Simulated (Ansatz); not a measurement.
# Nido-6-SB9H11 (Cl for H, site f on B) (B9ClH10S): one molecule under many settings

Aim: run nido-6-SB9H11 (Cl for H, site f on B) (B9ClH10S) under a spread of inputs, and see what each costs and gives.

The runs use Ansatz 0.2.0, Gaussian basis; the settings change from run to run.

## 1. The molecule

The structure was relaxed beforehand with r2SCAN-D4/def2-SVP.

21 atoms, charge 0, spin multiplicity 1.

Atoms are counted from 1 here; the program's logs count them from 0.

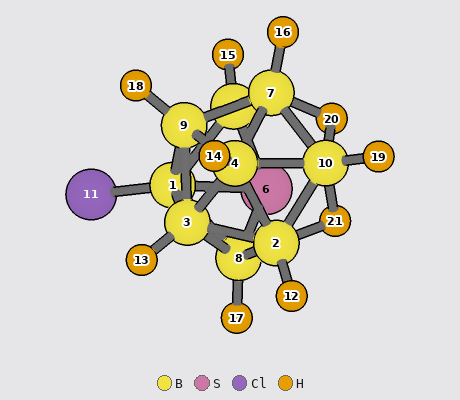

The geometry (boron yellow, sulfur pink, chlorine purple, hydrogen amber); atoms are numbered from 1 in the order of the file.

## 2. B97/6-31++G**

Options: atoms shaken by 0.03 Å.

Contents of in.yaml:

```yaml
crystal:
  periodic: [false, false, false]
  atoms:
    - {symbol: B, position_ang: [1.800656, -0.149928, -0.069076]}
    - {symbol: B, position_ang: [-0.841579, 0.697199, -1.196297]}
    - {symbol: B, position_ang: [0.727264, 1.113519, -0.357055]}
    - {symbol: B, position_ang: [-0.887528, 1.038727, 0.545709]}
    - {symbol: B, position_ang: [0.819627, -1.410167, 0.894475]}
    - {symbol: S, position_ang: [1.160001, -1.804584, -1.006202]}
    - {symbol: B, position_ang: [-0.850442, -0.648697, 1.194634]}
    - {symbol: B, position_ang: [0.863403, -0.058563, -1.670613]}
    - {symbol: B, position_ang: [0.680925, 0.217009, 1.172584]}
    - {symbol: B, position_ang: [-1.909046, -0.180828, -0.176904]}
    - {symbol: Cl, position_ang: [3.594174, 0.124065, 0.143861]}
    - {symbol: H, position_ang: [-1.339345, 1.456737, -2.089426]}
    - {symbol: H, position_ang: [1.103265, 2.316072, -0.617337]}
    - {symbol: H, position_ang: [-1.305470, 1.975153, 1.044655]}
    - {symbol: H, position_ang: [1.214252, -2.257905, 1.561935]}
    - {symbol: H, position_ang: [-1.441426, -0.945815, 2.272511]}
    - {symbol: H, position_ang: [1.265684, 0.166612, -2.726261]}
    - {symbol: H, position_ang: [1.038989, 0.664479, 2.284249]}
    - {symbol: H, position_ang: [-3.041352, -0.407273, -0.251235]}
    - {symbol: H, position_ang: [-1.345275, -1.426642, 0.344274]}
    - {symbol: H, position_ang: [-1.358103, -0.450973, -1.343360]}
basis:
  gaussian: {orbitals: "6-31++G**"}
hamiltonian: {xc: {name: B97}}
scf: {omitted_lower_state_checks: [starts]}
output: {forces: true}
```

Run with:

```console
$ ansatz run in.yaml --threads 2 --pin off --events-out ev --progress --plain --max-ram 32768MiB --backend cuda --devices 0, --max-vram 18GiB
```

Log (excerpt; [...] marks lines left out):

```text
Functional definition: B97
  name "B97"
  cite "Becke, J. Chem. Phys. 107, 8554 (1997) doi:10.1063/1.475007"
[...]
      + integral(e_c_pw_opposite_spin*poly(b97_u_opposite, cos0, cos1, cos2))
[...]
2414 factors; integrals over basis functions are off by at most 1.0e-3 eV
[...]
mean field -29605.19592203 eV, -1087.9708830121 hartree, gradient 4.5e-5 eV, S^2 0.000000; 0 other end points of the search recorded, 0 dependent functions left out
[...]
reference -29605.19600323 eV, -1087.9708859960 hartree; 44, 44 occupied and 233, 233 virtual orbitals, 2414 factors
Total energy: -29605.19600323 eV, -1087.9708859960 hartree
Atom 0 at     1.800656    -0.149928    -0.069076 Å, force     2.069147    -0.678747     0.089741 eV/Å
Atom 1 at    -0.841579     0.697199    -1.196297 Å, force    -0.392283     2.057128    -1.675620 eV/Å
Atom 2 at     0.727264     1.113519    -0.357055 Å, force    -0.805247     2.543860    -1.523783 eV/Å
Atom 3 at    -0.887528     1.038727     0.545709 Å, force     0.924006    -1.672753    -0.707402 eV/Å
Atom 4 at     0.819627    -1.410167     0.894475 Å, force     0.113952    -0.570015    -1.477448 eV/Å
Atom 5 at     1.160001    -1.804584    -1.006202 Å, force    -0.149667     0.517358     0.556630 eV/Å
Atom 6 at    -0.850442    -0.648697     1.194634 Å, force    -1.719017    -0.128256     2.178072 eV/Å
Atom 7 at     0.863403    -0.058563    -1.670613 Å, force    -0.319964    -0.165730     0.872528 eV/Å
Atom 8 at     0.680925     0.217009     1.172584 Å, force    -0.424918     1.450351     2.249184 eV/Å
Atom 9 at    -1.909046    -0.180828    -0.176904 Å, force     0.951486    -0.440232     0.836682 eV/Å
Atom 10 at     3.594174     0.124065     0.143861 Å, force    -0.469077    -0.117026    -0.130470 eV/Å
Atom 11 at    -1.339345     1.456737    -2.089426 Å, force     0.679631    -1.085782     1.066458 eV/Å
Atom 12 at     1.103265     2.316072    -0.617337 Å, force    -0.397561    -1.805524     0.419760 eV/Å
Atom 13 at    -1.305470     1.975153     1.044655 Å, force    -0.406247     0.974975     0.625005 eV/Å
Atom 14 at     1.214252    -2.257905     1.561935 Å, force     0.331259    -0.650033     0.660409 eV/Å
Atom 15 at    -1.441426    -0.945815     2.272511 Å, force     0.855109     0.272791    -1.172620 eV/Å
Atom 16 at     1.265684     0.166612    -2.726261 Å, force     0.345939     0.121851    -0.817741 eV/Å
Atom 17 at     1.038989     0.664479     2.284249 Å, force    -0.252738    -0.532722    -1.157464 eV/Å
Atom 18 at    -3.041352    -0.407273    -0.251235 Å, force    -0.760356     0.056772    -0.042288 eV/Å
Atom 19 at    -1.345275    -1.426642     0.344274 Å, force    -0.141854     0.185877    -0.389650 eV/Å
Atom 20 at    -1.358103    -0.450973    -1.343360 Å, force    -0.031598    -0.334144    -0.459983 eV/Å
Dipole moment:    -0.531004    -0.424182    -0.282487 e Å
Checks for a lower state left out: starts
```

Run time: 9.5 s. Hardware: 1 × H100 (card shared with other runs) with 2 threads of AMD EPYC 7R13, shared host; peak host memory 0.97 GiB.

Largest force 3.073 eV/Å, dipole 3.54 D.

## 3. CAM-B3LYP/cc-pVDZ

Set apart from the defaults: the search for lower states set to off.

Contents of in.yaml:

```yaml
crystal:
  periodic: [false, false, false]
  atoms:
    - {symbol: B, position_ang: [1.835674, -0.150295, -0.055150]}
    - {symbol: B, position_ang: [-0.842663, 0.729986, -1.225628]}
    - {symbol: B, position_ang: [0.668204, 1.146496, -0.401855]}
    - {symbol: B, position_ang: [-0.854145, 1.004168, 0.539626]}
    - {symbol: B, position_ang: [0.832095, -1.419382, 0.859083]}
    - {symbol: S, position_ang: [1.141088, -1.772228, -0.957546]}
    - {symbol: B, position_ang: [-0.879730, -0.633597, 1.252750]}
    - {symbol: B, position_ang: [0.869349, -0.045404, -1.639067]}
    - {symbol: B, position_ang: [0.644219, 0.266190, 1.198583]}
    - {symbol: B, position_ang: [-1.876184, -0.215485, -0.146663]}
    - {symbol: Cl, position_ang: [3.588912, 0.110054, 0.114337]}
    - {symbol: H, position_ang: [-1.335013, 1.417717, -2.075615]}
    - {symbol: H, position_ang: [1.086722, 2.250162, -0.620302]}
    - {symbol: H, position_ang: [-1.318500, 1.975592, 1.066991]}
    - {symbol: H, position_ang: [1.245332, -2.262205, 1.603800]}
    - {symbol: H, position_ang: [-1.400399, -0.977319, 2.276786]}
    - {symbol: H, position_ang: [1.310054, 0.126645, -2.739928]}
    - {symbol: H, position_ang: [1.043401, 0.667271, 2.257240]}
    - {symbol: H, position_ang: [-3.064534, -0.338561, -0.232479]}
    - {symbol: H, position_ang: [-1.359859, -1.404114, 0.306305]}
    - {symbol: H, position_ang: [-1.334022, -0.475692, -1.381277]}
basis:
  gaussian: {orbitals: cc-pVDZ}
hamiltonian: {xc: {name: CAM-B3LYP}}
scf: {lower_state_search: off}
```

Launched as before.

Log (excerpt; [...] marks lines left out):

```text
Functional definition: CAM-B3LYP
  name "CAM-B3LYP"
  cite "Yanai, Tew & Handy, Chem. Phys. Lett. 393, 51 (2004) doi:10.1016/j.cplett.2004.06.011"
  cite "Iikura, Tsuneda, Yanai & Hirao, J. Chem. Phys. 115, 3540 (2001) doi:10.1063/1.1383587"
  cite "Becke, Phys. Rev. A 38, 3098 (1988) doi:10.1103/PhysRevA.38.3098"
  cite "Lee, Yang & Parr, Phys. Rev. B 37, 785 (1988) doi:10.1103/PhysRevB.37.785"
  cite "Vosko, Wilk & Nusair, Can. J. Phys. 58, 1200 (1980) doi:10.1139/p80-159"
[...]
  # Exact exchange under (alpha + beta erf(omega r))/r, Becke's under what is left of 1/r.
[...]
2517 factors; their error is unknown
726 factors; integrals over basis functions are off by at most 8.8e-6 eV
[...]
mean field -29606.59110002 eV, -1088.0221548574 hartree, gradient 9.0e-6 eV, S^2 0.000000; 0 other end points of the search recorded, 0 dependent functions left out
reference -29606.59126711 eV, -1088.0221609980 hartree; 44, 44 occupied and 168, 168 virtual orbitals, 2517 factors
Total energy: -29606.59126711 eV, -1088.0221609980 hartree
Checks for a lower state left out: stability, starts, cluster_reference, orbital_swaps, neighbouring_geometries, increment
```

Run time: 3.3 s. Hardware: 1 × H100 (card shared with other runs) with 2 threads of AMD EPYC 7R13, shared host; peak host memory 0.84 GiB.

## 4. B97/def2-SVPD

Set apart from the defaults: coordinates scaled by 1.05.

Contents of in.yaml:

```yaml
crystal:
  periodic: [false, false, false]
  atoms:
    - {symbol: B, position_ang: [1.927457, -0.157810, -0.057908]}
    - {symbol: B, position_ang: [-0.884796, 0.766486, -1.286909]}
    - {symbol: B, position_ang: [0.701614, 1.203821, -0.421948]}
    - {symbol: B, position_ang: [-0.896852, 1.054377, 0.566608]}
    - {symbol: B, position_ang: [0.873699, -1.490351, 0.902037]}
    - {symbol: S, position_ang: [1.198142, -1.860840, -1.005423]}
    - {symbol: B, position_ang: [-0.923716, -0.665276, 1.315387]}
    - {symbol: B, position_ang: [0.912816, -0.047674, -1.721020]}
    - {symbol: B, position_ang: [0.676430, 0.279500, 1.258512]}
    - {symbol: B, position_ang: [-1.969994, -0.226259, -0.153996]}
    - {symbol: Cl, position_ang: [3.768357, 0.115557, 0.120054]}
    - {symbol: H, position_ang: [-1.401764, 1.488603, -2.179396]}
    - {symbol: H, position_ang: [1.141058, 2.362670, -0.651317]}
    - {symbol: H, position_ang: [-1.384425, 2.074372, 1.120340]}
    - {symbol: H, position_ang: [1.307598, -2.375315, 1.683990]}
    - {symbol: H, position_ang: [-1.470419, -1.026185, 2.390625]}
    - {symbol: H, position_ang: [1.375557, 0.132977, -2.876924]}
    - {symbol: H, position_ang: [1.095571, 0.700635, 2.370102]}
    - {symbol: H, position_ang: [-3.217760, -0.355489, -0.244103]}
    - {symbol: H, position_ang: [-1.427852, -1.474320, 0.321620]}
    - {symbol: H, position_ang: [-1.400723, -0.499477, -1.450341]}
basis:
  gaussian: {orbitals: def2-SVPD}
hamiltonian: {xc: {name: B97}}
```

Launched as before.

Log (excerpt; [...] marks lines left out):

```text
Functional definition: B97
  name "B97"
  cite "Becke, J. Chem. Phys. 107, 8554 (1997) doi:10.1063/1.475007"
[...]
      + integral(e_c_pw_opposite_spin*poly(b97_u_opposite, cos0, cos1, cos2))
2622 factors; their error is unknown
[...]
mean field -29594.21214989 eV, -1087.5672368311 hartree, gradient 3.0e-5 eV, S^2 0.000000; 0 other end points of the search recorded, 0 dependent functions left out
reference -29594.21219324 eV, -1087.5672384241 hartree; 44, 44 occupied and 270, 270 virtual orbitals, 2622 factors
Total energy: -29594.21219324 eV, -1087.5672384241 hartree
```

Wall time 8 s (1 × H100 (card shared with other runs) with 2 threads of AMD EPYC 7R13, shared host); peak host memory 0.96 GiB.

## 5. HSE06/def2-SVP

This run has atoms shaken by 0.08 Å.

Contents of in.yaml:

```yaml
crystal:
  periodic: [false, false, false]
  atoms:
    - {symbol: B, position_ang: [1.766601, -0.182551, -0.160640]}
    - {symbol: B, position_ang: [-0.920233, 0.734159, -1.045044]}
    - {symbol: B, position_ang: [0.743104, 1.145479, -0.421479]}
    - {symbol: B, position_ang: [-0.921499, 1.017022, 0.654596]}
    - {symbol: B, position_ang: [0.983392, -1.401873, 0.838954]}
    - {symbol: S, position_ang: [1.101476, -1.794170, -1.008857]}
    - {symbol: B, position_ang: [-0.927221, -0.776518, 1.228716]}
    - {symbol: B, position_ang: [0.878753, 0.054233, -1.612391]}
    - {symbol: B, position_ang: [0.617289, 0.142523, 1.183650]}
    - {symbol: B, position_ang: [-1.918941, -0.155303, -0.075295]}
    - {symbol: Cl, position_ang: [3.629137, 0.117475, 0.100450]}
    - {symbol: H, position_ang: [-1.318531, 1.393482, -2.002385]}
    - {symbol: H, position_ang: [1.136671, 2.189356, -0.549026]}
    - {symbol: H, position_ang: [-1.316061, 2.041804, 1.061262]}
    - {symbol: H, position_ang: [1.137889, -2.335364, 1.676474]}
    - {symbol: H, position_ang: [-1.341225, -0.953719, 2.440337]}
    - {symbol: H, position_ang: [1.254261, 0.118537, -2.681919]}
    - {symbol: H, position_ang: [0.992412, 0.743866, 2.310990]}
    - {symbol: H, position_ang: [-3.098391, -0.337748, -0.336107]}
    - {symbol: H, position_ang: [-1.339656, -1.281773, 0.178945]}
    - {symbol: H, position_ang: [-1.462547, -0.522758, -1.249596]}
basis:
  gaussian: {orbitals: def2-SVP}
hamiltonian: {xc: {name: HSE06}}
scf: {omitted_lower_state_checks: [starts]}
```

Same command.

Log (excerpt; [...] marks lines left out):

```text
Functional definition: HSE06
  name "HSE06"
  cite "Heyd, Scuseria & Ernzerhof, J. Chem. Phys. 118, 8207 (2003) doi:10.1063/1.1564060"
  cite "Krukau, Vydrov, Izmaylov & Scuseria, J. Chem. Phys. 125, 224106 (2006) doi:10.1063/1.2404663"
  cite "Heyd & Scuseria, J. Chem. Phys. 120, 7274 (2004) doi:10.1063/1.1668634"
  cite "Ernzerhof & Perdew, J. Chem. Phys. 109, 3313 (1998) doi:10.1063/1.476928"
  cite "Perdew, Burke & Ernzerhof, Phys. Rev. Lett. 77, 3865 (1996) doi:10.1103/PhysRevLett.77.3865"
  parent pbe
[...]
  # The whole range is PBE's own exchange, as in plane waves. The composition of these papers is wPBEh.
[...]
2387 factors; their error is unknown
161 factors; integrals over basis functions are off by at most 2.1e-7 eV
[...]
mean field -29580.96575644 eV, -1087.0804408503 hartree, gradient 5.3e-5 eV, S^2 0.000000; 0 other end points of the search recorded, 0 dependent functions left out
reference -29580.96580169 eV, -1087.0804425133 hartree; 44, 44 occupied and 168, 168 virtual orbitals, 2387 factors
Total energy: -29580.96580169 eV, -1087.0804425133 hartree
Checks for a lower state left out: starts
```

Run time: 7.5 s. Hardware: 1 × H100 (card shared with other runs) with 2 threads of AMD EPYC 7R13, shared host; peak host memory 0.87 GiB.

## 6. The runs in one table

```tsv
level	charge	multiplicity	geometry	functions	energy (eV)	time
B97/6-31++G**	0	1	shaken	277	-29605.196	9.5 s
CAM-B3LYP/cc-pVDZ	0	1	relaxed	212	-29606.591	3.3 s
B97/def2-SVPD	0	1	scaled	314	-29594.212	8 s
HSE06/def2-SVP	0	1	shaken	212	-29580.966	7.5 s
```

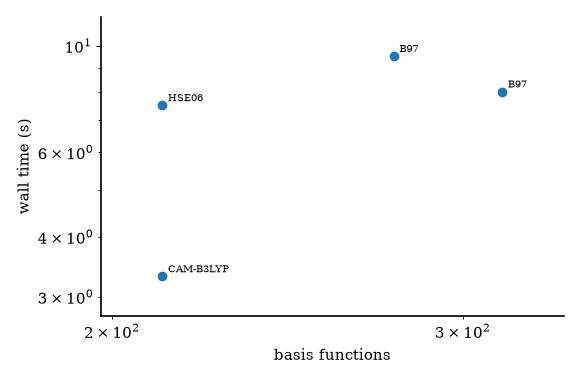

Wall time against the number of basis functions (shared host).

## 7. Results

```
quantity                     value
    runs                         4
quickest  CAM-B3LYP/cc-pVDZ, 3.3 s
 slowest      B97/6-31++G**, 9.5 s
```

In words: The runs differ in state or geometry as well as level, so their energies can't be set against each other. B97/6-31++G** took 3 times as long as CAM-B3LYP/cc-pVDZ. The jobs differ in tasks and options as well as level.
